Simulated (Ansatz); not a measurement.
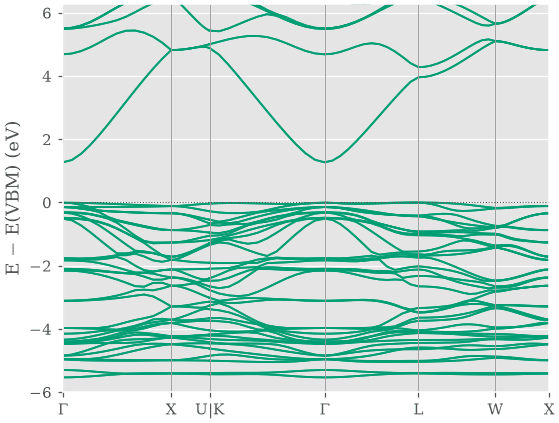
Fig. 1. Band structure from DFT-PBEsol with spin–orbit coupling in the program Ansatz with PAW potentials

### Question
Read off the gap and where the band edges lie.

### Answer
About 1.3 eV (1.27 eV by a search for the band edges); maximum at L, minimum at Γ.

The material is ZnIn$_{2}$O$_{4}$ (spinel, Fd-3m).

The workflow started from a Materials Project entry (that database holds measured and hypothetical structures alike); the Crystallography Open Database copy checked does not list it. Its standing as an ambient phase is unchecked. The cell was relaxed with PBEsol under the symmetry of its start; of distortions, only those at the zone centre were tested.

Potentials: the later of the program's two PAW sets.
